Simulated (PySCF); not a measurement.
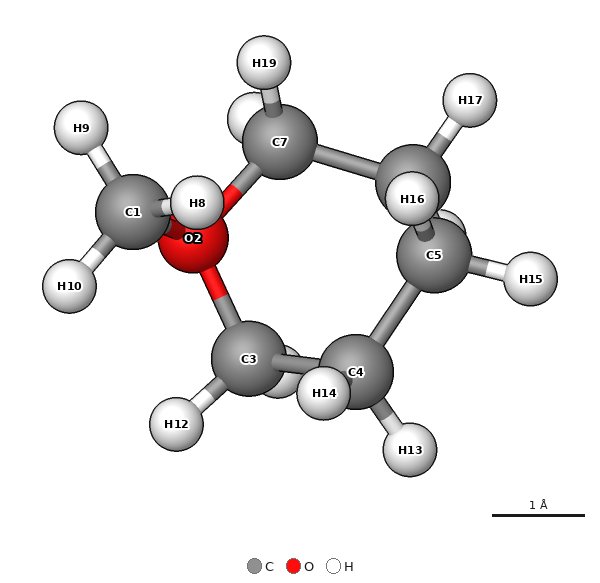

Figure 1. The structure (ball-and-stick view, seen at a tilt; atoms are numbered from 1 in the order of the input). Bond lengths as drawn: C–C 1.52 to 1.54 Å, C–H 1.09 Å and C–O 1.44 to 1.48 Å.

## C$_{6}$H$_{13}$O: a changed input and its effect

System: C$_{6}$H$_{13}$O, charge +1.
Method of run A: PBE0/6-311G** single-point energy, gas phase (PySCF 2.14.0).

The geometry comes from this level: GFN2-xTB. Text and figures count atoms from 1; the logs count them from 0 in places.

Input file, run A:
```
{"job": {"kind": "sp", "xc": "PBE0", "basis": "6-311G**", "pop": false}, "charge": 1, "multiplicity": 1}
C      1.887188    -0.048501     0.735942
O      1.091714    -0.395741    -0.415904
C      0.473900     0.760950    -1.052712
C     -0.582004     1.430232    -0.178839
C     -1.425442     0.378182     0.560529
C     -1.334143    -0.965079    -0.158562
C      0.105836    -1.464546    -0.158258
H      1.281874     0.312604     1.567264
H      2.442542    -0.937170     1.035276
H      2.597346     0.721102     0.434659
H      0.043440     0.379195    -1.980557
H      1.282570     1.448073    -1.308608
H     -1.211111     2.030576    -0.835443
H     -0.119584     2.114699     0.531991
H     -2.464180     0.698616     0.606299
H     -1.084746     0.260728     1.590996
H     -1.947041    -1.708473     0.350063
H     -1.718140    -0.868936    -1.174284
H      0.355957    -1.907213     0.806110
H      0.270763    -2.207872    -0.943309
```

The first line tells a small driver script what to run in PySCF; the rest is the geometry in Å.

Launched with:
```bash
OMP_NUM_THREADS=1 python <driver script> task.json out
```

Hardware: 1 CPU thread, shared host.

Output (run A):
```
coarse grid: 15664 points
cycle   1  E = -311.0703563318  dE =  1.074e+00  |g| = 3.675e-01  |ddm| = 3.245e+00
cycle   2  E = -311.0749591906  dE = -4.603e-03  |g| = 3.313e-01  |ddm| = 6.556e-01
cycle   3  E = -311.1011418792  dE = -2.618e-02  |g| = 6.570e-02  |ddm| = 3.013e-01
cycle   4  E = -311.1019619547  dE = -8.201e-04  |g| = 2.394e-02  |ddm| = 5.346e-02
cycle   5  E = -311.1020405661  dE = -7.861e-05  |g| = 9.516e-03  |ddm| = 1.599e-02
cycle   6  E = -311.1020563678  dE = -1.580e-05  |g| = 1.069e-03  |ddm| = 5.715e-03
cycle   7  E = -311.1020566043  dE = -2.364e-07  |g| = 3.753e-04  |ddm| = 1.080e-03
final grid: 148296 points
cycle   8  E = -311.1021180686  dE = -7.467e-05  |g| = 1.457e-02  |ddm| = 5.547e-02
cycle   9  E = -311.1020795398  dE =  3.853e-05  |g| = 2.097e-02  |ddm| = 1.890e-02
cycle  10  E = -311.1021575516  dE = -7.801e-05  |g| = 1.858e-03  |ddm| = 1.101e-02
cycle  11  E = -311.1021582521  dE = -7.005e-07  |g| = 3.913e-04  |ddm| = 1.493e-03
cycle  12  E = -311.1021582853  dE = -3.325e-08  |g| = 9.798e-05  |ddm| = 4.331e-04
cycle  13  E = -311.1021582873  dE = -1.943e-09  |g| = 2.614e-05  |ddm| = 8.742e-05
cycle  14  E = -311.1021582874  dE = -1.538e-10  |g| = 4.494e-06  |ddm| = 1.982e-05
converged SCF energy = -311.1021582874
```

The input of run B differs as follows (lines with − go, lines with + come):
```diff
-"xc": "PBE0"
-"basis": "6-311G**"
+"xc": "PBE"
+"basis": "pcSseg-1"
```

What does this change do to the results?

The total energies belong to different models, so their difference says nothing on which is more stable or more accurate. The HOMO goes from −13.56 to −12.19 eV. The LUMO goes from −3.78 to −5.05 eV. The functional changes from PBE0 to PBE. The number of SCF iterations is the same. The basis functions go from 204 to 184.

Output (run B):
```
coarse grid: 15664 points
cycle   1  E = -310.8038047205  dE =  8.020e-01  |g| = 4.835e-01  |ddm| = 3.805e+00
cycle   2  E = -310.7610765786  dE =  4.273e-02  |g| = 6.180e-01  |ddm| = 1.006e+00
cycle   3  E = -310.8585508564  dE = -9.747e-02  |g| = 1.244e-01  |ddm| = 6.353e-01
cycle   4  E = -310.8616369984  dE = -3.086e-03  |g| = 3.013e-02  |ddm| = 1.047e-01
cycle   5  E = -310.8617676500  dE = -1.307e-04  |g| = 1.392e-02  |ddm| = 2.525e-02
cycle   6  E = -310.8618006913  dE = -3.304e-05  |g| = 2.467e-03  |ddm| = 9.806e-03
cycle   7  E = -310.8618020065  dE = -1.315e-06  |g| = 7.419e-04  |ddm| = 2.409e-03
final grid: 148296 points
cycle   8  E = -310.9376258948  dE = -4.091e-05  |g| = 2.483e-02  |ddm| = 5.389e-02
cycle   9  E = -310.9373215925  dE =  3.043e-04  |g| = 4.785e-02  |ddm| = 4.142e-02
cycle  10  E = -310.9377438051  dE = -4.222e-04  |g| = 4.783e-03  |ddm| = 2.767e-02
cycle  11  E = -310.9377487555  dE = -4.950e-06  |g| = 7.513e-04  |ddm| = 4.038e-03
cycle  12  E = -310.9377488786  dE = -1.231e-07  |g| = 1.216e-04  |ddm| = 8.308e-04
cycle  13  E = -310.9377488810  dE = -2.428e-09  |g| = 5.827e-05  |ddm| = 1.204e-04
cycle  14  E = -310.9377488818  dE = -8.283e-10  |g| = 7.962e-06  |ddm| = 4.839e-05
converged SCF energy = -310.9377488818
```

The two runs side by side:

```csv
quantity,run A,run B
outcome,converged,converged
total energy (hartree),−311.102158,−310.937749
HOMO (eV),−13.56,−12.19
LUMO (eV),−3.78,−5.05
SCF iterations,14,14
basis functions,204,184
wall time (shared host),20 s,36 s
```
